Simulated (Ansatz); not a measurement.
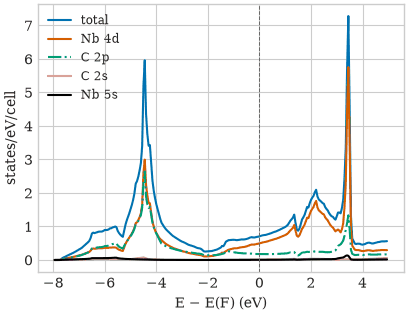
Figure: Total and projected density of states of NbC (rock salt, space group No. 225), plane-wave PAW LDA (Ansatz code)

Which orbitals carry the states next to the Fermi level?

Within 0.5 eV of the Fermi level: Nb 4d 70 %, C 2p 25 %. Projections are on Löwdin-orthogonalised atomic valence shells; empty p or d shells of many metals are not among them.

Where is the tallest occupied peak in this window, and what makes it?

Near -4.4 eV, about 6.0 states/eV per cell; the largest projected share is Nb 4d.

Space group Fm-3m (rock salt). Symmetry was held in the LDA relaxation; of distortions, only those at the zone centre were tested. The run is not spin-polarised. Spin–orbit coupling is left out wherever it is not named.

Potentials: the later of the program's two PAW sets.
